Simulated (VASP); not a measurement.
Band structure of ZrO2 (fluorite). Computed with PBEsol GGA with spin-orbit coupling, VASP's PBE PAW potentials (set 64) (plane waves; VASP 6.6.1).

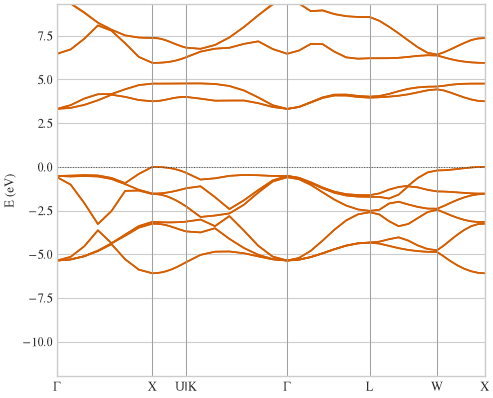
Fig. 1. Bands along high-symmetry lines, zero at the valence-band maximum or, without a gap, the Fermi level

Read the plot: is there a gap, and where are the band edges?

The gap is indirect, 3.31 eV, from the valence maximum at X to the conduction minimum at Γ.

The compound is ZrO2 in the fluorite structure, the high-temperature cubic form, which is unstable at 0 K; the monoclinic form is the stable one. It was relaxed first.
